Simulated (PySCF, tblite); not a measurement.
# C₇H₈S: a rotation path, then NMR shifts on frames, part 2 of 2

tblite 0.8.0 and PySCF 2.14.0. Atoms count from 0.

### 5 NMR shieldings: image 4, PBE0/pcSseg-1

What the job is given:

```
{"job": {"kind": "nmr", "xc": "PBE0", "basis": "pcSseg-1", "pop": false}, "charge": 0, "multiplicity": 1}
C     -2.902600    -0.167600    -0.807400
C     -1.762700    -0.785700    -0.565000
C     -0.917800    -0.567900     0.651300
C      0.449600    -0.070700     0.291800
C      1.431900     0.364300     1.126700
C      2.599900     0.780800     0.446800
C      2.490300     0.653800    -0.897600
S      0.958800     0.026500    -1.363000
H     -3.468300    -0.344000    -1.706500
H     -3.325300     0.538400    -0.111100
H     -1.356300    -1.491200    -1.277700
H     -0.821100    -1.515100     1.196700
H     -1.399500     0.150100     1.321600
H      1.324200     0.388900     2.196500
H      3.478200     1.164200     0.935100
H      3.213100     0.884100    -1.654200
```

With the program's defaults for keys left out, this is: GIAO PBE0/pcSseg-1 NMR shielding, non-relativistic, gas phase.

The program printed:

```text
coarse grid: 14192 points
cycle   1  E = -669.0942717466  dE =  1.348e+00  |g| = 4.092e-01  |ddm| = 3.943e+00
cycle   2  E = -669.0742829762  dE =  1.999e-02  |g| = 4.937e-01  |ddm| = 8.857e-01
cycle   3  E = -669.1369329473  dE = -6.265e-02  |g| = 1.108e-01  |ddm| = 5.957e-01
cycle   4  E = -669.1403041475  dE = -3.371e-03  |g| = 3.032e-02  |ddm| = 1.655e-01
cycle   5  E = -669.1405025181  dE = -1.984e-04  |g| = 1.275e-02  |ddm| = 4.093e-02
cycle   6  E = -669.1405425185  dE = -4.000e-05  |g| = 4.241e-03  |ddm| = 1.852e-02
cycle   7  E = -669.1405468661  dE = -4.348e-06  |g| = 1.180e-03  |ddm| = 4.739e-03
final grid: 133184 points
cycle   8  E = -669.1914641939  dE = -2.811e-05  |g| = 9.731e-03  |ddm| = 3.651e-02
cycle   9  E = -669.1914444084  dE =  1.979e-05  |g| = 1.289e-02  |ddm| = 2.294e-02
cycle  10  E = -669.1914882246  dE = -4.382e-05  |g| = 1.595e-03  |ddm| = 1.552e-02
cycle  11  E = -669.1914889491  dE = -7.244e-07  |g| = 3.546e-04  |ddm| = 2.275e-03
cycle  12  E = -669.1914889760  dE = -2.693e-08  |g| = 1.379e-04  |ddm| = 4.361e-04
cycle  13  E = -669.1914889803  dE = -4.325e-09  |g| = 4.125e-05  |ddm| = 1.418e-04
cycle  14  E = -669.1914889807  dE = -3.552e-10  |g| = 1.848e-05  |ddm| = 5.392e-05
converged SCF energy = -669.1914889807

GIAO shielding tensors (ppm)
atom      isotropic    diamagn.    paramagn.     s11        s22        s33       span
  0 C       62.715     252.446    -189.731    -50.404     80.690    157.861    208.265
  1 C       42.121     257.434    -215.313    -80.897     48.105    159.156    240.053
  2 C      148.227     243.104     -94.877    139.068    145.144    160.469     21.401
  3 C       31.987     264.382    -232.395    -45.476     25.204    116.232    161.708
  4 C       59.479     249.882    -190.403    -21.389     51.506    148.319    169.708
  5 C       55.335     254.490    -199.155    -29.334     45.203    150.135    179.469
  6 C       56.242     263.001    -206.760    -32.587     55.263    146.049    178.636
  7 S      276.605    1058.185    -781.579    130.921    297.690    401.205    270.284
  8 H       26.168      28.222      -2.054     23.094     25.069     30.342      7.248
  9 H       26.098      30.628      -4.530     22.643     25.231     30.420      7.777
 10 H       25.067      31.396      -6.329     22.214     23.668     29.319      7.105
 11 H       27.799      29.072      -1.273     23.253     27.059     33.086      9.832
 12 H       28.092      31.168      -3.076     23.277     28.333     32.665      9.388
 13 H       24.734      32.325      -7.591     21.522     24.437     28.243      6.721
 14 H       24.530      30.016      -5.485     21.460     24.519     27.612      6.151
 15 H       24.746      31.221      -6.475     21.725     24.542     27.971      6.247
```

It took 52 s on 1 thread of Intel Xeon at 2.50GHz, shared host; peak memory 0.9 GiB.

Key values: δ C3 154.9, C1 144.8, C5 131.6, C6 130.7, H14 7.19, H13 6.98 ppm.

### 6 Shielding tensors: image 6, PBE0/pcSseg-1

What the job is given:

```
{"job": {"kind": "nmr", "xc": "PBE0", "basis": "pcSseg-1", "pop": false}, "charge": 0, "multiplicity": 1}
C     -2.850400    -0.390900    -0.942400
C     -1.733500    -0.866700    -0.425600
C     -1.000100    -0.245300     0.724600
C      0.394800     0.130800     0.338700
C      1.536100     0.039200     1.072100
C      2.679500     0.510400     0.385200
C      2.389700     0.945100    -0.864700
S      0.714600     0.800900    -1.229200
H     -3.340400    -0.861200    -1.777900
H     -3.329600     0.490000    -0.546300
H     -1.263400    -1.747500    -0.842500
H     -0.947100    -0.951900     1.558900
H     -1.545200     0.641600     1.063800
H      1.562500    -0.352200     2.073600
H      3.670700     0.527300     0.802200
H      3.054200     1.339300    -1.606800
```

Level: GIAO PBE0/pcSseg-1 NMR shielding, non-relativistic, gas phase.

The program printed:

```text
coarse grid: 14192 points
cycle   1  E = -669.0975803744  dE =  1.338e+00  |g| = 4.030e-01  |ddm| = 3.923e+00
cycle   2  E = -669.0819443137  dE =  1.564e-02  |g| = 4.725e-01  |ddm| = 8.505e-01
cycle   3  E = -669.1394007924  dE = -5.746e-02  |g| = 1.051e-01  |ddm| = 5.594e-01
cycle   4  E = -669.1424302330  dE = -3.029e-03  |g| = 2.948e-02  |ddm| = 1.596e-01
cycle   5  E = -669.1426333725  dE = -2.031e-04  |g| = 1.011e-02  |ddm| = 3.721e-02
cycle   6  E = -669.1426566083  dE = -2.324e-05  |g| = 4.256e-03  |ddm| = 1.603e-02
cycle   7  E = -669.1426610054  dE = -4.397e-06  |g| = 1.055e-03  |ddm| = 4.686e-03
final grid: 133184 points
cycle   8  E = -669.1944458833  dE = -2.838e-05  |g| = 9.686e-03  |ddm| = 3.630e-02
cycle   9  E = -669.1944274314  dE =  1.845e-05  |g| = 1.266e-02  |ddm| = 2.215e-02
cycle  10  E = -669.1944696801  dE = -4.225e-05  |g| = 1.633e-03  |ddm| = 1.510e-02
cycle  11  E = -669.1944704465  dE = -7.664e-07  |g| = 3.141e-04  |ddm| = 2.307e-03
cycle  12  E = -669.1944704664  dE = -1.989e-08  |g| = 1.407e-04  |ddm| = 3.986e-04
cycle  13  E = -669.1944704709  dE = -4.535e-09  |g| = 3.657e-05  |ddm| = 1.427e-04
cycle  14  E = -669.1944704712  dE = -2.667e-10  |g| = 1.812e-05  |ddm| = 4.910e-05
converged SCF energy = -669.1944704712

GIAO shielding tensors (ppm)
atom      isotropic    diamagn.    paramagn.     s11        s22        s33       span
  0 C       63.972     252.544    -188.571    -46.396     80.200    158.112    204.509
  1 C       40.361     256.469    -216.108    -83.917     47.124    157.878    241.795
  2 C      146.242     242.811     -96.569    132.932    146.414    159.380     26.448
  3 C       31.731     264.751    -233.020    -45.026     20.840    119.379    164.405
  4 C       58.890     249.804    -190.915    -20.542     52.718    144.492    165.034
  5 C       55.868     254.470    -198.602    -27.744     45.713    149.635    177.379
  6 C       53.361     263.116    -209.756    -38.926     54.165    144.843    183.770
  7 S      270.610    1058.034    -787.424    116.328    288.049    407.451    291.123
  8 H       26.281      28.315      -2.034     23.104     25.469     30.270      7.166
  9 H       26.171      30.456      -4.285     22.226     25.883     30.404      8.178
 10 H       25.496      31.554      -6.058     21.948     25.572     28.969      7.020
 11 H       27.874      30.197      -2.323     22.766     27.939     32.918     10.152
 12 H       28.149      30.392      -2.243     24.893     26.548     33.005      8.112
 13 H       24.759      32.257      -7.498     21.856     24.365     28.057      6.200
 14 H       24.641      30.012      -5.371     21.672     24.578     27.672      6.000
 15 H       24.624      31.267      -6.642     21.783     24.492     27.599      5.817
```

Wall time 48 s (1 thread of Intel Xeon at 2.50GHz, shared host); peak memory 0.88 GiB.

This run: δ C3 155.2, C1 146.6, C6 133.6, C5 131.1, H15 7.09, H14 7.08 ppm.

### 7 NMR shieldings: image 8, PBE0/pcSseg-1

What the job is given:

```
{"job": {"kind": "nmr", "xc": "PBE0", "basis": "pcSseg-1", "pop": false}, "charge": 0, "multiplicity": 1}
C     -2.704900    -0.612100    -0.993500
C     -1.690900    -0.909200    -0.204400
C     -1.073900     0.047900     0.775900
C      0.337800     0.340200     0.383400
C      1.482500    -0.229800     0.844700
C      2.645800     0.261800     0.207700
C      2.367200     1.195700    -0.733800
S      0.677700     1.495800    -0.864600
H     -3.110100    -1.322400    -1.694100
H     -3.177400     0.356400    -0.969800
H     -1.220600    -1.882900    -0.248200
H     -1.075500    -0.399800     1.773600
H     -1.653600     0.972400     0.802200
H      1.500800    -0.972000     1.623600
H      3.641400    -0.068700     0.444400
H      3.046000     1.735700    -1.363200
```

With the program's defaults for keys left out, this is: GIAO PBE0/pcSseg-1 NMR shielding, non-relativistic, gas phase.

The program printed:

```text
coarse grid: 14192 points
cycle   1  E = -669.0965320383  dE =  1.334e+00  |g| = 4.067e-01  |ddm| = 3.907e+00
cycle   2  E = -669.0801291527  dE =  1.640e-02  |g| = 4.779e-01  |ddm| = 8.657e-01
cycle   3  E = -669.1393218037  dE = -5.919e-02  |g| = 1.021e-01  |ddm| = 5.666e-01
cycle   4  E = -669.1421934983  dE = -2.872e-03  |g| = 2.932e-02  |ddm| = 1.544e-01
cycle   5  E = -669.1424043091  dE = -2.108e-04  |g| = 8.472e-03  |ddm| = 3.357e-02
cycle   6  E = -669.1424200000  dE = -1.569e-05  |g| = 3.608e-03  |ddm| = 1.289e-02
cycle   7  E = -669.1424229024  dE = -2.902e-06  |g| = 1.091e-03  |ddm| = 4.044e-03
final grid: 133184 points
cycle   8  E = -669.1940870884  dE = -2.909e-05  |g| = 9.585e-03  |ddm| = 3.478e-02
cycle   9  E = -669.1940683047  dE =  1.878e-05  |g| = 1.261e-02  |ddm| = 2.162e-02
cycle  10  E = -669.1941102671  dE = -4.196e-05  |g| = 1.707e-03  |ddm| = 1.476e-02
cycle  11  E = -669.1941111084  dE = -8.413e-07  |g| = 3.174e-04  |ddm| = 2.268e-03
cycle  12  E = -669.1941111287  dE = -2.035e-08  |g| = 1.391e-04  |ddm| = 3.986e-04
cycle  13  E = -669.1941111331  dE = -4.337e-09  |g| = 3.829e-05  |ddm| = 1.419e-04
cycle  14  E = -669.1941111334  dE = -2.881e-10  |g| = 1.916e-05  |ddm| = 4.930e-05
converged SCF energy = -669.1941111334

GIAO shielding tensors (ppm)
atom      isotropic    diamagn.    paramagn.     s11        s22        s33       span
  0 C       66.870     252.746    -185.876    -40.652     83.764    157.498    198.149
  1 C       37.633     256.175    -218.542    -87.926     50.105    150.720    238.647
  2 C      145.688     243.616     -97.928    127.997    148.004    161.063     33.066
  3 C       31.965     263.855    -231.891    -45.244     17.314    123.824    169.068
  4 C       58.566     250.554    -191.988    -19.226     52.357    142.568    161.794
  5 C       56.078     254.312    -198.234    -26.086     45.006    149.313    175.399
  6 C       53.243     262.705    -209.463    -37.692     55.381    142.039    179.731
  7 S      272.716    1058.021    -785.305    121.242    301.989    394.915    273.673
  8 H       26.542      28.606      -2.064     23.623     25.477     30.526      6.903
  9 H       26.276      30.653      -4.377     22.398     25.982     30.447      8.049
 10 H       25.581      31.666      -6.085     21.948     25.521     29.275      7.327
 11 H       28.004      30.162      -2.158     23.748     27.399     32.866      9.118
 12 H       28.278      30.942      -2.664     24.511     27.695     32.629      8.118
 13 H       24.789      32.695      -7.907     21.946     24.330     28.089      6.143
 14 H       24.701      30.169      -5.468     21.739     24.683     27.682      5.943
 15 H       24.640      31.037      -6.396     21.789     24.558     27.573      5.784
```

Run time: 54 s. Hardware: 1 thread of Intel Xeon at 2.50GHz, shared host; peak memory 0.88 GiB.

This run: δ C3 155.0, C1 149.3, C6 133.7, C5 130.8, H15 7.08, H14 7.02 ppm.

### 8 Side by side: NMR shifts

Shifts (ppm) of some atoms, chosen among heavy atoms and hydrogens apart, with basis size and wall time:

| frame | C1 | C4 | C0 | C2 | H10 | H8 | S7 | functions | time |
| --- | --- | --- | --- | --- | --- | --- | --- | --- | --- |
| image 0 | 148.9 | 130.9 | 118.6 | 40.2 | 6.10 | 5.15 | 230 | 183 | 75 s |
| image 2 | 148.5 | 127.4 | 120.3 | 41.8 | 6.41 | 5.27 | 222 | 183 | 57 s |
| image 4 | 144.8 | 127.4 | 124.2 | 38.7 | 6.65 | 5.55 | 227 | 183 | 52 s |
| image 6 | 146.6 | 128.0 | 123.0 | 40.7 | 6.22 | 5.44 | 233 | 183 | 48 s |
| image 8 | 149.3 | 128.4 | 120.1 | 41.2 | 6.14 | 5.18 | 231 | 183 | 54 s |

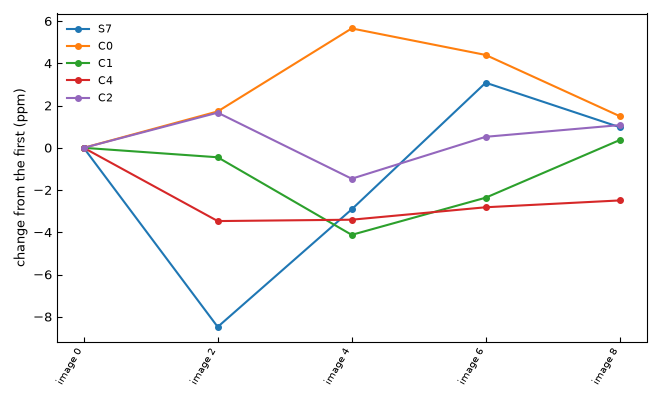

How five of the tabulated atoms move from run to run.

### 9 What came out

This closing draws on all 2 parts.

```
                                                                  quantity                                               value
                                                                   barrier                  0.038 eV (0.9 kcal/mol) at image 4
                                                     end to end (GFN2-xTB)                                           -0.004 eV
                           13C shifts against TMS (PBE0/pcSseg-1, image 0)  153.1, 148.9, 132.2, 131.2, 130.9, 118.6, 40.2 ppm
                            1H shifts against TMS (PBE0/pcSseg-1, image 0)  7.13, 7.04, 6.96, 6.10, 5.42, 5.15, 3.59, 3.53 ppm
                           33S shifts against CS2 (PBE0/pcSseg-1, image 0)                                             230 ppm
potential on the surface of density 0.002 e/bohr³, 1st and 99th percentile                                  -0.76 V and 0.90 V
                                                  range of the shift of S7                                      222 to 233 ppm
```

Along the band the dihedral turns by 184°, and the top (dihedral 173°) lies 0.9 kcal/mol above the start (GFN2-xTB, rough), so at room temperature this motion is fast. The top was not checked by a frequency run. Shifts at one fixed geometry are not the observed spectrum, which averages over the motion. NICS(1)zz of -26 ppm above the planar ring from C3 marks a diatropic (aromatic) ring current. At PBE0/pcSseg-1, counted by nearest atom on the grid, the HOMO lies on C3, C6 about 28 % each; C4 13 %, the LUMO on C3, C6 about 19 % each; S7 17 %. In ppm, S7 moves most: its shift spreads over 12 ppm, from 222 (image 2) to 233 (image 6).
